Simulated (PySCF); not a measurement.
C3H11NOSi: NMR shielding calculation

- system: C3H11NOSi
- method: GIAO wB97X-D/def2-SVPD NMR shielding, non-relativistic, gas phase (PySCF 2.14.0)

Some settings of this run were made unusual or wrong on purpose. The geometry comes from this level: GFN2-xTB, altered. Figures and captions count atoms from 1; the log counts them from 0 in places.

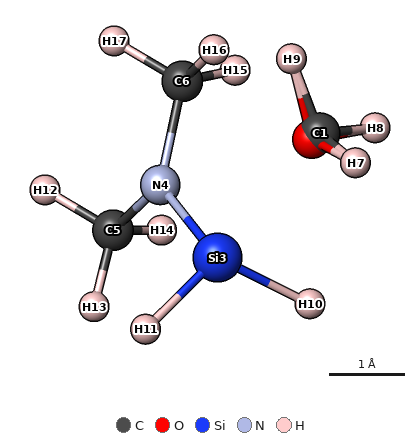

Fig. 1: The structure as given in the input (ball-and-stick view, seen at a tilt; atoms are numbered from 1 in the order of the input). Sticks are drawn by distance; a stretched bond gets none, so the picture shows separate pieces.

### Input file
```
{"job": {"kind": "nmr", "xc": "wB97X-D", "basis": "def2-SVPD", "pop": false, "scf": {"max_cycle": 57}}, "charge": 0, "multiplicity": 1}
C      2.656329     0.495377     0.117588
O      2.572804     0.384347     0.108292
Si     0.441415    -0.858652    -0.783792
N     -0.915922    -0.287982     0.106206
C     -2.248423    -0.673345    -0.277866
C     -0.895813     0.890830     0.935863
H      3.652490     0.217441    -0.236951
H      2.295443     1.336131    -0.478483
H      2.733251     0.807527     1.162958
H      0.537190    -0.249973    -2.124998
H      0.393985    -2.312865    -0.811031
H     -2.864653    -0.832183     0.611901
H     -2.205350    -1.597548    -0.846868
H     -2.732270     0.093157    -0.896096
H     -1.296036     1.768817     0.411511
H      0.123620     1.104878     1.244121
H     -1.503329     0.725342     1.831398
```

The first line tells a small driver script what to run in PySCF; the rest is the geometry in Å.

Machine: 1 CPU thread, shared host.

Run as:
```bash
OMP_NUM_THREADS=1 python <driver script> task.json out
```

### What the program printed
```
final grid: 126848 points
cycle   1  E = -447.6816467679  dE =  2.817e+01  |g| = 1.219e+00  |ddm| = 3.563e+02
cycle   2  E = -447.8073270108  dE = -1.257e-01  |g| = 4.273e-01  |ddm| = 6.109e+01
cycle   3  E = -447.8328272288  dE = -2.550e-02  |g| = 1.613e-01  |ddm| = 1.349e+01
cycle   4  E = -447.8380671825  dE = -5.240e-03  |g| = 4.186e-02  |ddm| = 4.511e-01
cycle   5  E = -447.8384715460  dE = -4.044e-04  |g| = 9.179e-03  |ddm| = 3.688e-01
cycle   6  E = -447.8384996910  dE = -2.815e-05  |g| = 1.988e-03  |ddm| = 1.136e-01
cycle   7  E = -447.8385021701  dE = -2.479e-06  |g| = 6.180e-04  |ddm| = 8.375e-02
cycle   8  E = -447.8385024403  dE = -2.702e-07  |g| = 2.251e-04  |ddm| = 3.285e-02
cycle   9  E = -447.8385024703  dE = -2.997e-08  |g| = 6.554e-05  |ddm| = 1.025e-02
cycle  10  E = -447.8385024736  dE = -3.381e-09  |g| = 1.472e-05  |ddm| = 4.718e-03
cycle  11  E = -447.8385024739  dE = -2.551e-10  |g| = 4.614e-06  |ddm| = 6.185e-04
converged SCF energy = -447.8385024739

GIAO shielding tensors (ppm)
atom      isotropic    diamagn.    paramagn.     s11        s22        s33       span
  0 C      287.887     887.563    -599.676    282.301    283.606    297.753     15.452
  1 O      471.370     968.837    -497.467    443.231    465.163    505.717     62.487
  2 Si     433.911     887.378    -453.467    318.142    432.648    550.942    232.800
  3 N      266.745     301.325     -34.581    237.238    273.462    289.534     52.296
  4 C      157.887     249.960     -92.073    135.108    145.582    192.971     57.863
  5 C      147.638     242.250     -94.612    117.351    137.055    188.507     71.156
  6 H       32.467      10.659      21.808     24.882     25.738     46.780     21.898
  7 H       32.878      -4.526      37.403     26.042     29.511     43.080     17.038
  8 H       32.442      -6.062      38.505     24.735     26.739     45.853     21.118
  9 H       25.456      31.836      -6.379     21.605     24.632     30.132      8.527
 10 H       26.237      32.736      -6.499     22.400     24.543     31.768      9.367
 11 H       29.340      24.829       4.511     24.987     27.047     35.985     10.998
 12 H       29.143      30.977      -1.834     24.688     27.552     35.190     10.502
 13 H       29.349      26.171       3.179     24.958     27.245     35.845     10.887
 14 H       29.173      24.017       5.156     25.814     26.496     35.210      9.396
 15 H       29.083      30.538      -1.455     23.397     30.311     33.540     10.144
 16 H       29.202      21.668       7.534     25.471     26.549     35.586     10.115
```

### What the run reported

- outcome: converged
- total energy: −447.838502 hartree
- HOMO: −8.51 eV
- LUMO: 0.02 eV
- dipole moment: 2.86 D
- isotropic shielding, C: 147.6 to 287.9 ppm
- isotropic shielding, O: 471.4 ppm
- isotropic shielding, Si: 433.9 ppm
- isotropic shielding, N: 266.7 ppm
- isotropic shielding, H: 25.5 to 32.9 ppm
- wall time: 38 s
- peak memory: 0.88 GiB

### Diagnosis

Some settings of this run were drawn to be unusual or wrong. It converged; results that depend on the unusual settings are not reference values.
